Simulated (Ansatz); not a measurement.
## Electronic structure of CsPPb in real space

Input file:

```
crystal:
  lattice:
    - [2.1469154462, 1.2395222134, 14.2587624229]
    - [-2.1469154462, 1.2395222134, 14.2587624229]
    - [0.0, -2.4790444189, 14.2587624236]
  atoms:
    - { symbol: Cs, position: [0.7244009413, 0.7244009413, 0.7244009413] }
    - { symbol: Cs, position: [0.2755990587, 0.2755990587, 0.2755990587] }
    - { symbol: P, position: [0.5596231685, 0.5596231685, 0.5596231685] }
    - { symbol: P, position: [0.4403768315, 0.4403768315, 0.4403768315] }
    - { symbol: Pb, position: [0.1371836955, 0.1371836955, 0.1371836955] }
    - { symbol: Pb, position: [0.8628163045, 0.8628163045, 0.8628163045] }
kpoints:
  mp_grid: { grid: [6, 6, 6] }
hamiltonian:
  xc: r2scan
  dispersion: rvv10
scf:
  occupations: { method: fermi_dirac, width: 0.03 }
relax:
  f_tol: 0.01
  cell: {}
  max_steps: 120
output:
  write_density: true
  write_potential: true
  elf: true
  volumetric_format: npy
```

Launched as:

```sh
ansatz run input.yaml --threads 2 --pin off --max-ram 20275MiB --backend cpu --events-out ev --progress --plain --runs-dir out
```

Below, planes, directions and counts refer to the conventional cell (a = 4.26 Å, b = 4.26 Å, c = 46.11 Å, α = 90.00°, β = 90.00°, γ = 120.00°).

The fields are those of the relaxed geometry.

Space group R-3m; a structure from a database of computed crystals, not necessarily the ambient phase; started from the YOF-166 prototype, which need not be the ambient phase.

Method: Ansatz 0.2.0, DFT, r2SCAN+rVV10, plane waves, PAW.

The density is the valence pseudo-density of a PAW calculation; it isn't the true density close to the nuclei.

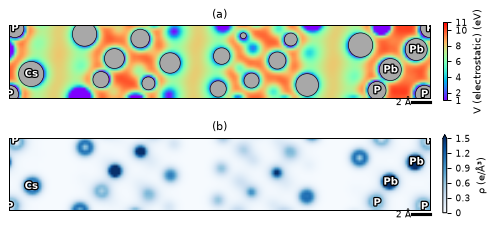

Figure 1. (a) electrostatic potential energy of an electron; (b) valence charge density (pseudo) on the (111) plane of the conventional cell. Grey discs cover the atomic cores in the potential map.

Question: What does the map show?

Answer: Atoms in the plane: Cs, P and Pb.
Atoms just off the plane (Cs, 0.3 Å away, P, 0.5 Å away and Pb, 0.5 Å away) can leave unmarked features too.
P–Pb (2.78 Å): the density is about 0.34 e/Å³ at the midpoint.
Cs–P (3.32 Å): ρ is about 0.13 e/Å³ halfway.
Between the atoms the lowest density in this plane is 0.007 e/Å³.
Outside the cores the potential energy rises away from the atoms and is highest about 2.1 Å from the nearest atoms; its zero is arbitrary.

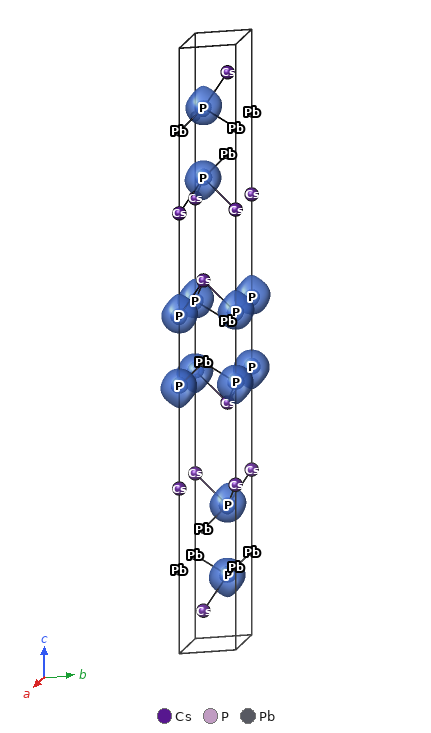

Figure 2. Isosurface of the ELF at 0.65 (blue), seen slightly off an axis. Core shells and regions of very low density are left out. Sticks mark near contacts.

Question: Where are the electrons localised?

Answer: At this value the surface marks out six regions wrapped around P (the valence shell of each), counted in one cell of 18 atoms. Any copies at cell faces, edges or corners count once.


P–Pb (2.78 Å): the ELF peaks at about 0.85 in the valence shell of P, 0.9 Å from its nucleus, and drops to about 0.30 between the two atoms. Cs–P (3.32 Å): the ELF peaks at about 0.85 in the valence shell of P, 0.9 Å from its nucleus, and drops to about 0.10 between the two atoms: no shared electron pair shows on this line.
